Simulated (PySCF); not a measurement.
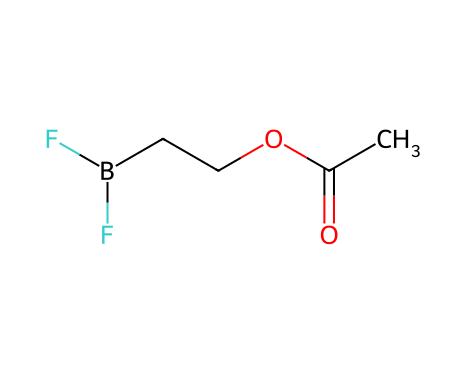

Skeletal drawing of a molecule.

Write the SMILES.

Answer. CC(=O)OCCB(F)F

What is the molecular formula?

Answer. C4H7BF2O2.

An optimisation with PBE0-D3(BJ)/def2-SVP gave a structure of which point group?

Answer. C1. Other conformers may differ.

More results for the same structure follow; atom numbers are the same in all pictures, views and colours differ. The computed structure is the end point of a PBE0-D3(BJ)/def2-SVP optimisation. No frequency run is at hand to confirm it as a minimum.

**Geometry**

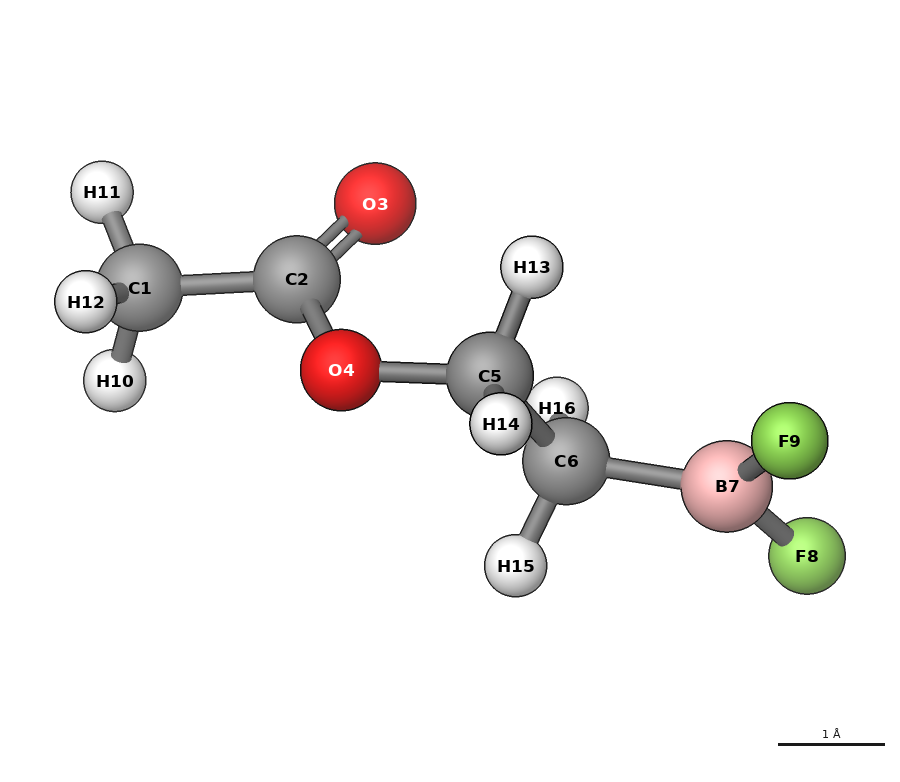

Atoms carry their numbers in the input. No frequency run is at hand to confirm it as a minimum.

Which atoms are bonded, and how long are the bonds?

```tsv
bond	length (Å)	order
C1–C2	1.500	single
C1–H10	1.101	single
C1–H11	1.096	single
C1–H12	1.098	single
C2–O3	1.203	double
C2–O4	1.341	single
O4–C5	1.425	single
C5–C6	1.515	single
C5–H13	1.101	single
C5–H14	1.098	single
C6–B7	1.560	single
C6–H15	1.105	single
C6–H16	1.104	single
B7–F8	1.319	single
B7–F9	1.322	single
```

**Core levels**

No frequency run is at hand to confirm it as a minimum. Level of theory: delta-SCF UKS SCAN, pcX-2 on the ionised atom, pcseg-1 elsewhere, spin-free X2C (PySCF 2.14.0).

Give the core-electron binding energies (to vacuum) of C1 1s, C2 1s, O3 1s, O4 1s, C5 1s, C6 1s, B7 1s, F8 1s.

```json
{"atom": "C1", "level": "1s", "binding energy (eV)": "291.4"}
{"atom": "C2", "level": "1s", "binding energy (eV)": "294.7"}
{"atom": "O3", "level": "1s", "binding energy (eV)": "537.8"}
{"atom": "O4", "level": "1s", "binding energy (eV)": "539.4"}
{"atom": "C5", "level": "1s", "binding energy (eV)": "292.7"}
{"atom": "C6", "level": "1s", "binding energy (eV)": "291.0"}
{"atom": "B7", "level": "1s", "binding energy (eV)": "199.5"}
{"atom": "F8", "level": "1s", "binding energy (eV)": "693.7"}
```

**Electronic properties**

No frequency run is at hand to confirm it as a minimum. Level of theory: ωB97X-D/def2-SVPD in cyclohexane (IEF-PCM) (PySCF 2.14.0). Excitations: vertical, linear response.

What does the calculation give?

- dipole moment: 2.86 D
- HOMO energy (Kohn–Sham orbital): −10.18 eV
- LUMO energy (Kohn–Sham orbital): 1.78 eV
- HOMO–LUMO gap: 11.97 eV
- mean static polarisability: 74.1 bohr³
- lowest vertical singlet excitation: 6.03 eV
- its oscillator strength: 0.001
- brightest of the 6 lowest singlets: 8.22 eV
- its oscillator strength: 0.16

**NMR shielding**

The questions are on isotropic NMR shieldings of the C atoms. No frequency run is at hand to confirm it as a minimum. Properties computed with GIAO PBE0/pcSseg-1 NMR shielding, non-relativistic, IEF-PCM cyclohexane (PySCF 2.14.0).

Which C atom is the most shielded (lowest chemical shift)?

Answer. C6 (170.6 ppm).

Which C atom is the least shielded (highest chemical shift)?

Answer. C2 (8.3 ppm).

How wide is the range of C shifts?

Answer. 162.3 ppm.

Give the isotropic NMR shieldings of the C atoms atom by atom.

```
atom  σ (ppm)
  C1    162.2
  C2      8.3
  C5    124.3
  C6    170.6
```
